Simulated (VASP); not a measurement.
Band structure of P (space group R-3m). Calculation: r2SCAN meta-GGA, VASP's PBE PAW potentials (set 64) (plane waves; VASP).

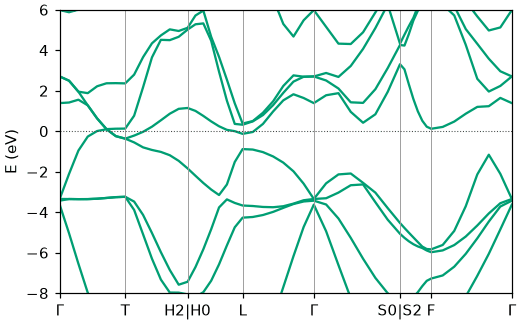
Bands along high-symmetry lines, zero at the valence-band maximum or, without a gap, the Fermi level

Problem. Read the plot: is there a gap, and where are the band edges?

Solution. It has no gap at this level: it comes out as a metal or semimetal.

The structure comes from a computed database's P entry (R-3m); how it stands against other phases isn't given here. It was relaxed first.
